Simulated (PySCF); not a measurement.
# Nitrosyl fluoride (NOF): electronic excitations at several levels of theory, part 2 of 2

PySCF 2.14.0. Atoms count from 0. The steps go on from the part before.

## Step 6: Ultraviolet spectrum: PBE0/aug-cc-pVTZ

The job: settings as JSON, then the geometry in Å.

```
{"job": {"kind": "uv", "xc": "PBE0", "basis": "aug-cc-pVTZ"}, "charge": 0, "multiplicity": 1}
O     -0.397837     0.898890    -0.288985
N      0.454740     0.175679    -0.085348
F     -0.055311    -1.108456     0.355604
```

Level: TDDFT PBE0/aug-cc-pVTZ, vertical, gas phase, core orbitals frozen in the response.

Log:

```text
coarse grid: 3240 points
cycle   1  E = -229.4356642179  dE =  5.071e-01  |g| = 8.937e-01  |ddm| = 3.042e+00
cycle   2  E = -228.9532774423  dE =  4.824e-01  |g| = 1.974e+00  |ddm| = 2.537e+00
cycle   3  E = -229.5750046492  dE = -6.217e-01  |g| = 1.024e-01  |ddm| = 1.756e+00
cycle   4  E = -229.5731165659  dE =  1.888e-03  |g| = 1.495e-01  |ddm| = 2.173e-01
cycle   5  E = -229.5768243218  dE = -3.708e-03  |g| = 1.332e-02  |ddm| = 1.355e-01
cycle   6  E = -229.5768508710  dE = -2.655e-05  |g| = 2.447e-03  |ddm| = 1.201e-02
cycle   7  E = -229.5768523351  dE = -1.464e-06  |g| = 6.536e-04  |ddm| = 4.385e-03
final grid: 33808 points
cycle   8  E = -229.5730131967  dE =  2.362e-06  |g| = 1.139e-02  |ddm| = 3.198e-02
cycle   9  E = -229.5729130066  dE =  1.002e-04  |g| = 2.684e-02  |ddm| = 3.341e-02
cycle  10  E = -229.5730334514  dE = -1.204e-04  |g| = 1.944e-03  |ddm| = 2.422e-02
cycle  11  E = -229.5730340312  dE = -5.798e-07  |g| = 3.033e-04  |ddm| = 1.814e-03
cycle  12  E = -229.5730340476  dE = -1.636e-08  |g| = 6.141e-05  |ddm| = 3.569e-04
cycle  13  E = -229.5730340483  dE = -7.502e-10  |g| = 1.558e-05  |ddm| = 9.191e-05
converged SCF energy = -229.5730340483

Static polarisability (au): isotropic 16.295, principal 11.443 14.106 23.337

Singlet excitations
state   eV       nm        f      main configurations
  1   4.0690    304.7   0.00191   H->L 0.99
  2   6.1432    201.8   0.00024   H-1->L 0.99
  3   7.0162    176.7   0.00563   H-2->L 0.80, H->L+1 0.18
  4   9.3871    132.1   0.09114   H-1->L+1 0.56, H->L+1 0.30
  5   9.4798    130.8   0.00986   H->L+2 0.95
  6   9.6695    128.2   0.00057   H-3->L 0.87, H-2->L+1 0.10
  7   9.8298    126.1   0.20050   H->L+1 0.39, H-1->L+1 0.32, H-4->L 0.09
  8   9.8419    126.0   0.00267   H-2->L+1 0.85, H-3->L 0.10
  9  10.3541    119.7   0.04241   H->L+3 0.96
 10  10.4325    118.8   0.02265   H->L+4 0.99

Triplet excitations (Tamm-Dancoff, eV): 2.8933 5.6337 5.6858 6.4930
```

Wall time 3.1 s (1 thread of Intel Xeon Platinum 8559C, shared host); peak memory 0.42 GiB.

In short: HOMO -9.82 eV, LUMO -3.29 eV; lowest singlet 4.07 eV.

## Step 7: Ultraviolet spectrum: PBE0/def2-TZVPD

The job: settings as JSON, then the geometry in Å.

```
{"job": {"kind": "uv", "xc": "PBE0", "basis": "def2-TZVPD"}, "charge": 0, "multiplicity": 1}
O     -0.397837     0.898890    -0.288985
N      0.454740     0.175679    -0.085348
F     -0.055311    -1.108456     0.355604
```

Method: TDDFT PBE0/def2-TZVPD, vertical, gas phase, core orbitals frozen in the response.

Log:

```text
coarse grid: 3240 points
cycle   1  E = -229.4387782483  dE =  5.092e-01  |g| = 8.961e-01  |ddm| = 1.467e+00
cycle   2  E = -228.9485043439  dE =  4.903e-01  |g| = 1.979e+00  |ddm| = 1.135e+00
cycle   3  E = -229.5793925495  dE = -6.309e-01  |g| = 1.061e-01  |ddm| = 7.510e-01
cycle   4  E = -229.5773195542  dE =  2.073e-03  |g| = 1.554e-01  |ddm| = 1.182e-01
cycle   5  E = -229.5813737923  dE = -4.054e-03  |g| = 1.285e-02  |ddm| = 6.821e-02
cycle   6  E = -229.5813989715  dE = -2.518e-05  |g| = 2.324e-03  |ddm| = 5.982e-03
cycle   7  E = -229.5814003340  dE = -1.363e-06  |g| = 6.548e-04  |ddm| = 1.975e-03
final grid: 33808 points
cycle   8  E = -229.5827422050  dE =  1.656e-06  |g| = 1.142e-02  |ddm| = 1.845e-02
cycle   9  E = -229.5826352302  dE =  1.070e-04  |g| = 2.747e-02  |ddm| = 1.543e-02
cycle  10  E = -229.5827629429  dE = -1.277e-04  |g| = 1.667e-03  |ddm| = 1.157e-02
cycle  11  E = -229.5827633731  dE = -4.303e-07  |g| = 3.313e-04  |ddm| = 7.775e-04
cycle  12  E = -229.5827633923  dE = -1.915e-08  |g| = 4.886e-05  |ddm| = 1.734e-04
cycle  13  E = -229.5827633927  dE = -4.741e-10  |g| = 1.445e-05  |ddm| = 3.558e-05
converged SCF energy = -229.5827633927

Static polarisability (au): isotropic 16.393, principal 11.589 14.179 23.411

Singlet excitations
state   eV       nm        f      main configurations
  1   4.0670    304.9   0.00187   H->L 0.99
  2   6.1372    202.0   0.00023   H-1->L 0.99
  3   7.0154    176.7   0.00568   H-2->L 0.80, H->L+1 0.18
  4   9.4039    131.8   0.08361   H-1->L+1 0.63, H->L+1 0.27
  5   9.6660    128.3   0.00058   H-3->L 0.88, H-2->L+1 0.09
  6   9.7180    127.6   0.00106   H->L+2 0.92
  7   9.8448    125.9   0.00240   H-2->L+1 0.87, H-3->L 0.10
  8   9.8780    125.5   0.23219   H->L+1 0.42, H-1->L+1 0.27, H-2->L 0.09
  9  10.4308    118.9   0.01988   H->L+5 0.99
 10  10.4547    118.6   0.02707   H->L+3 0.72, H->L+4 0.25

Triplet excitations (Tamm-Dancoff, eV): 2.8851 5.6296 5.6789 6.4863
```

It took 2.6 s on 1 thread of Intel Xeon Platinum 8559C, shared host; peak memory 0.42 GiB.

Key values: HOMO -9.81 eV, LUMO -3.28 eV; lowest singlet 4.07 eV.

## Step 8: Excited states and response: PBE0/6-31+G*

The job: settings as JSON, then the geometry in Å.

```
{"job": {"kind": "uv", "xc": "PBE0", "basis": "6-31+G*"}, "charge": 0, "multiplicity": 1}
O     -0.397837     0.898890    -0.288985
N      0.454740     0.175679    -0.085348
F     -0.055311    -1.108456     0.355604
```

Method: TDDFT PBE0/6-31+G*, vertical, gas phase, core orbitals frozen in the response.

Log:

```text
coarse grid: 3240 points
cycle   1  E = -229.3661608480  dE =  5.135e-01  |g| = 8.291e-01  |ddm| = 1.974e+00
cycle   2  E = -228.9402169310  dE =  4.259e-01  |g| = 1.786e+00  |ddm| = 1.398e+00
cycle   3  E = -229.4987551384  dE = -5.585e-01  |g| = 7.444e-02  |ddm| = 9.466e-01
cycle   4  E = -229.4979437248  dE =  8.114e-04  |g| = 1.024e-01  |ddm| = 1.121e-01
cycle   5  E = -229.4997856113  dE = -1.842e-03  |g| = 1.556e-02  |ddm| = 6.750e-02
cycle   6  E = -229.4998289670  dE = -4.336e-05  |g| = 2.394e-03  |ddm| = 1.148e-02
cycle   7  E = -229.4998304925  dE = -1.526e-06  |g| = 3.637e-04  |ddm| = 2.477e-03
final grid: 33808 points
cycle   8  E = -229.4877881563  dE =  8.949e-06  |g| = 1.047e-02  |ddm| = 1.186e-02
cycle   9  E = -229.4877017317  dE =  8.642e-05  |g| = 2.433e-02  |ddm| = 1.925e-02
cycle  10  E = -229.4878070655  dE = -1.053e-04  |g| = 1.965e-03  |ddm| = 1.410e-02
cycle  11  E = -229.4878077460  dE = -6.806e-07  |g| = 6.209e-05  |ddm| = 1.159e-03
cycle  12  E = -229.4878077471  dE = -1.098e-09  |g| = 3.178e-05  |ddm| = 9.268e-05
cycle  13  E = -229.4878077474  dE = -2.499e-10  |g| = 8.206e-06  |ddm| = 3.362e-05
converged SCF energy = -229.4878077474

Static polarisability (au): isotropic 14.641, principal 9.433 12.302 22.187

Singlet excitations
state   eV       nm        f      main configurations
  1   4.0578    305.5   0.00228   H->L 0.99
  2   6.0942    203.4   0.00031   H-1->L 0.99
  3   6.9842    177.5   0.00609   H-2->L 0.80, H->L+1 0.19
  4   9.3798    132.2   0.06689   H-1->L+1 0.71, H->L+1 0.22
  5   9.6571    128.4   0.00067   H-3->L 0.84, H-2->L+1 0.14
  6   9.8076    126.4   0.00228   H-2->L+1 0.84, H-3->L 0.14
  7   9.8344    126.1   0.06397   H->L+2 0.57, H->L+1 0.16, H-1->L+1 0.11
  8   9.9549    124.5   0.19735   H->L+2 0.41, H->L+1 0.31, H-1->L+1 0.12
  9  10.9228    113.5   0.00322   H-5->L 0.98
 10  11.1037    111.7   0.02992   H->L+4 1.00

Triplet excitations (Tamm-Dancoff, eV): 2.8734 5.6097 5.6421 6.4620
```

Run time: 1.2 s. Hardware: 1 thread of Intel Xeon Platinum 8559C, shared host; peak memory 0.42 GiB.

In short: HOMO -9.87 eV, LUMO -3.38 eV; lowest singlet 4.06 eV.

## Step 9: Comparing the runs: electronic excitations

Excitations and ground-state properties, with basis size and wall time:

```
             run  lowest singlet (eV)  brightest (eV)      f  gap (eV)  α (Å³)  μ (D)  functions    time
   PBE0/def2-SVP                 3.95           10.47  0.204      6.41    1.63   0.98         42  0.81 s
  PBE0/def2-TZVP                 4.06           10.14  0.234      6.52    2.04   1.11         93   1.9 s
PBE0/aug-cc-pVDZ                 4.07            9.84  0.234      6.51    2.35   1.17         69   1.5 s
PBE0/aug-cc-pVTZ                 4.07            9.83  0.201      6.53    2.41   1.15        138   3.1 s
 PBE0/def2-TZVPD                 4.07            9.88  0.232      6.53    2.43   1.15        117   2.6 s
    PBE0/6-31+G*                 4.06            9.95  0.197      6.49    2.17   1.20         54   1.2 s
```

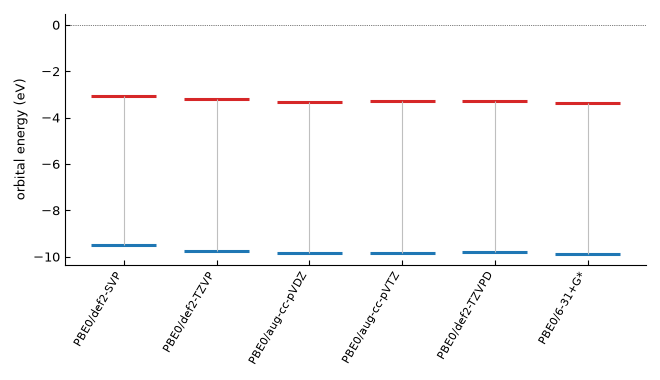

HOMO (blue) and LUMO (red) run by run.

Measured dipole: 1.81 D (gas; NIST CCCBDB Release 22 (SRD 101), experimental dipoles).

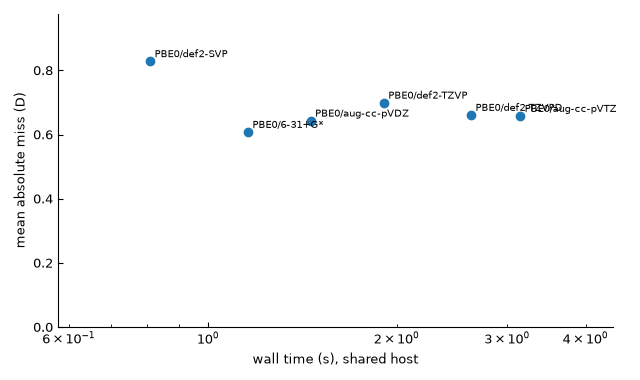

Cost against miss for the measured dipole.

## Step 10: Outcome

What follows sums up all 2 parts.

| quantity | value |
| --- | --- |
| point group | Cs |
| rotational constants (main isotopes) | 99.26, 12.47, 11.08 GHz |
| lowest singlet (PBE0/def2-SVP) | 3.95 eV (314 nm), f = 0.003 |
| brightest single state of those computed | state 7, 10.47 eV, f = 0.204 |
| lowest triplet | 2.73 eV |
| range of the lowest singlet | 3.95 to 4.07 eV |

In words: Single values in the summary come from the first run of each kind that ended normally (PBE0/def2-SVP), which need not be the best level. The optimisation took 8 steps and gained 0.008 eV; among the close pairs (by a distance rule), N1–F2 changed most, from 1.478 to 1.450 Å. No frequency check was run at this level, so the end point may be a saddle. The first singlet state (HOMO→LUMO 0.99) lies at 3.95 eV and is weak; of the 10 states computed, the strongest absorption comes from state 7 at 10.47 eV. The lowest triplet lies 1.23 eV below the lowest singlet (triplets in Tamm-Dancoff, singlets in full TDDFT). States above −ε(HOMO) lie where TDDFT describes them poorly and they hang on the basis; the brightest is among them. The basis of PBE0/def2-SVP has no diffuse functions, so Rydberg states are missing and the high states are unreliable. The dipole moment, 0.98 D, compares with 1.81 D measured. The lowest singlet runs from 3.95 eV (PBE0/def2-SVP) to 4.07 eV (PBE0/aug-cc-pVTZ), while the orbital gap spans 6.41 to 6.53 eV. The lowest state need not be the same one in every run. For the measured dipole, PBE0/6-31+G* misses least (0.61 D, 1.2 s) and PBE0/def2-SVP most (0.83 D, 0.81 s). One molecule ranks no method: errors cancel, and vibration and temperature are missing from all runs.
